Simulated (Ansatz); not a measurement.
**CH4OZn (SMILES [CH3][Zn][OH]): CAM-B3LYP/cc-pVDZ**

What is the electronic atomisation energy of CH4OZn at CAM-B3LYP/cc-pVDZ? 

The calculation is run with Ansatz 0.2.0.

41 further runs of the same task are left out: 41 set aside as unsound or not needed. Runs told in other sessions of the task aren't counted.

### Step 1. The structure to begin with

CH4OZn: 7 atoms, total charge 0, spin state singlet. SMILES: `[CH3][Zn][OH]`. The shape is that of a PBE0-D4/def2-TZVP optimisation.

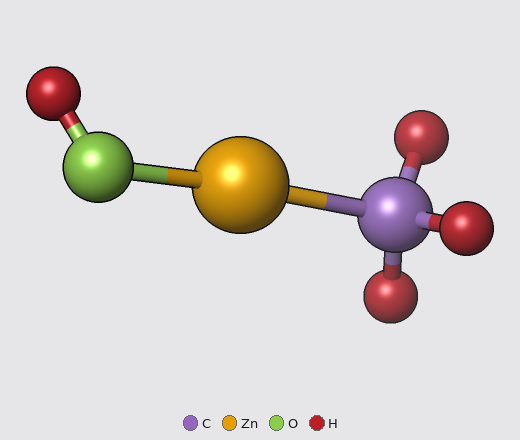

The structure, seen from a chosen angle (carbon purple, zinc amber, oxygen green, hydrogen red).

### Step 2. A single-point energy at CAM-B3LYP/cc-pVDZ

Input file in.yaml:

```yaml
crystal:
  periodic: [false, false, false]
  atoms:
    - {symbol: C, position_ang: [-0.984000, 0.656300, -0.330100]}
    - {symbol: Zn, position_ang: [0.573500, -0.400800, 0.047300]}
    - {symbol: O, position_ang: [2.028700, -1.399800, 0.276400]}
    - {symbol: H, position_ang: [-1.755800, 0.047700, -0.805700]}
    - {symbol: H, position_ang: [-0.734800, 1.481900, -0.999900]}
    - {symbol: H, position_ang: [-1.397000, 1.075000, 0.590000]}
    - {symbol: H, position_ang: [2.330400, -1.528500, 1.176300]}
basis:
  gaussian: {orbitals: cc-pVDZ}
output: {orbitals: {seedname: orbitals}}
hamiltonian: {xc: {name: CAM-B3LYP}}
accuracy: high
```

The run is started by

```
$ ansatz run in.yaml --threads 1 --pin off --max-ram 3480MiB --events-out events.jsonl --progress --plain --runs-dir runs
```

Log:

```text
Warning: RAYON_NUM_THREADS=1 ignored (pool sized by the plan → 1); use --threads N
Functional definition: CAM-B3LYP
  name "CAM-B3LYP"
  parameter alpha = 0.19
  parameter beta = 0.46
  parameter omega = 0.33/bohr
  parameter ac = 0.81
  exchange = (1 - alpha - beta)*b88_x + beta*b88_x_sr(omega) + alpha*exact_x + beta*exact_x_lr(omega)
  correlation = (1 - ac)*vwn5_c + ac*lyp_c
2067 factors; integrals over basis functions are off by at most 1.0e-8 eV
369 factors; integrals over basis functions are off by at most 2.2e-9 eV
mean field evaluation 1: about -51564.0419 eV, gradient 6.9e1 eV
mean field evaluation 2: about -51553.0534 eV, gradient 1.1e2 eV
mean field evaluation 4: about -51572.2375 eV, gradient 3.3e0 eV
mean field evaluation 8: about -51572.4125 eV, gradient 1.4e-1 eV
mean field evaluation 16: about -51572.4125 eV, gradient 4.9e-5 eV
mean field -51572.41251907 eV, -1895.2512030389 hartree, gradient 4.1e-8 eV, S^2 0.000000; 0 other end points of the search recorded, 0 dependent functions left out
reference -51572.41253822 eV, -1895.2512037427 hartree; 24, 24 occupied and 67, 67 virtual orbitals, 2067 factors
Total energy: -51572.41253822 eV, -1895.2512037427 hartree
```

Run time: 14 s. Hardware: 1 thread of Arm Neoverse V2, shared host; peak memory 0.36 GiB.

### Step 3. The C atom, same level

Input file job.yaml:

```yaml
crystal:
  periodic: [false, false, false]
  atoms:
    - {symbol: C, position_ang: [0.000000, 0.000000, 0.000000]}
basis:
  gaussian:
    orbitals: cc-pVDZ
magnetization:
  spin_polarized: true
  initial_magnetization: 2
hamiltonian:
  xc: {name: CAM-B3LYP}
accuracy: high
```

The run is started by

```
$ ansatz run job.yaml --threads 1 --pin off --max-ram 3480MiB --events-out events.jsonl --progress --plain --runs-dir runs
```

Log:

```text
Warning: RAYON_NUM_THREADS=1 ignored (pool sized by the plan → 1); use --threads N
Functional definition: CAM-B3LYP
  name "CAM-B3LYP"
  parameter alpha = 0.19
  parameter beta = 0.46
  parameter omega = 0.33/bohr
  parameter ac = 0.81
  exchange = (1 - alpha - beta)*b88_x + beta*b88_x_sr(omega) + alpha*exact_x + beta*exact_x_lr(omega)
  correlation = (1 - ac)*vwn5_c + ac*lyp_c
96 factors; integrals over basis functions are off by at most 1.3e-9 eV
60 factors; integrals over basis functions are off by at most 6.0e-10 eV
mean field evaluation 1: about -1029.3238 eV, gradient 3.1e0 eV
mean field evaluation 2: about -1029.3860 eV, gradient 6.0e-1 eV
mean field evaluation 4: about -1029.3893 eV, gradient 1.5e-1 eV
mean field evaluation 8: about -1029.3894 eV, gradient 4.7e-5 eV
mean field -1029.38944136 eV, -37.8293642247 hartree, gradient 9.3e-8 eV, S^2 2.002372; 0 other end points of the search recorded, 0 dependent functions left out
reference -1029.38945139 eV, -37.8293645934 hartree; 4, 2 occupied and 10, 12 virtual orbitals, 96 factors
Total energy: -1029.38945139 eV, -37.8293645934 hartree
```

It took 0.36 s on 1 thread of Arm Neoverse V2, shared host.

### Step 4. The H atom, same level

Input file job.yaml:

```yaml
crystal:
  periodic: [false, false, false]
  atoms:
    - {symbol: H, position_ang: [0.000000, 0.000000, 0.000000]}
basis:
  gaussian: {orbitals: cc-pVDZ}
total_charge: 0
magnetization: {spin_polarized: true, initial_magnetization: 1}
hamiltonian: {xc: {name: CAM-B3LYP}}
accuracy: high
```

Run the same way, it converges to -0.49789 Eh (log not shown).

### Step 5. The O atom at the same level

Input file run.yaml:

```yaml
crystal:
  periodic: [false, false, false]
  atoms:
    - {symbol: O, position_ang: [0.000000, 0.000000, 0.000000]}
basis:
  gaussian: {orbitals: cc-pVDZ}
magnetization: {spin_polarized: true, initial_magnetization: 2}
hamiltonian: {xc: {name: CAM-B3LYP}}
accuracy: high
```

Run the same way, it converges to -75.04490 Eh (log not shown).

### Step 6. The Zn atom at the same level

Input file job.yaml:

```yaml
crystal:
  periodic: [false, false, false]
  atoms:
    - {symbol: Zn, position_ang: [0.000000, 0.000000, 0.000000]}
basis:
  gaussian:
    orbitals: cc-pVDZ
hamiltonian:
  xc: {name: CAM-B3LYP}
accuracy: high
```

Run the same way, it converges to -1779.54609 Eh (log not shown).

### Step 7. What came out

Level: CAM-B3LYP/cc-pVDZ.

| quantity | value |
| --- | --- |
| molecule: total energy | -1895.25120 Eh |
| molecule: HOMO energy | -9.18 eV |
| molecule: LUMO energy | 0.45 eV |
| molecule: HOMO–LUMO gap | 9.63 eV |
| C atom: total energy | -37.82936 Eh |
| C atom: ⟨S²⟩ | 2.002 |
| H atom: total energy | -0.49789 Eh |
| H atom: ⟨S²⟩ | 0.750 |
| O atom: total energy | -75.04490 Eh |
| O atom: ⟨S²⟩ | 2.002 |
| Zn atom: total energy | -1779.54609 Eh |
| electronic atomisation energy | 22.838 eV |

In words: Taking the molecule apart into free atoms costs 22.84 eV (2204 kJ/mol), before zero-point energy and without spin-orbit coupling.
